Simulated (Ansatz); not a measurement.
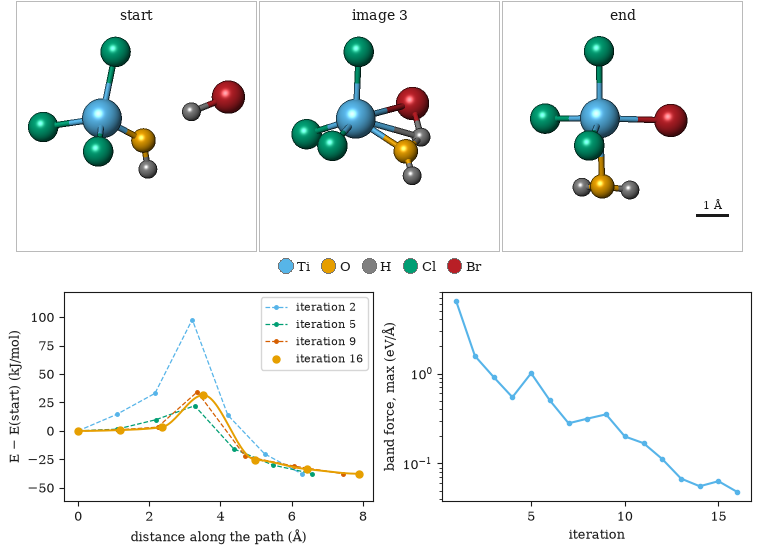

A nudged-elastic-band calculation for TiH2OBrCl3. Images are numbered from 0 (start) to 6 (end). The plot follows the band through its iterations. Style: ball-and-stick. Shown at a tilt.

All numbers below come from Ansatz, RKS PBE/def2-SVP. Settings: 5 movable images; climbing image; force threshold 0.05 eV/Å; iteration limit 60; starting path through a guess of the saddle point.

Q: Judge this run.

A: The result is final at these settings. The band converged in 16 iterations. The largest component of the band force went from 6.4 to 0.048 eV/Å. The climbing image converged on the top of the path. Its vibrational analysis gives one imaginary mode (517i cm⁻¹), as a transition state must have. The first iteration put the highest image at 230.5 kJ/mol. Forward barrier 31.5 kJ/mol, backward barrier 69.1 kJ/mol, with image 3 at the top; the reaction energy is −37.6 kJ/mol.

Cost: 3.5 min on 4 threads of Arm Neoverse V2, on a shared host, peak memory 0.27 GiB.
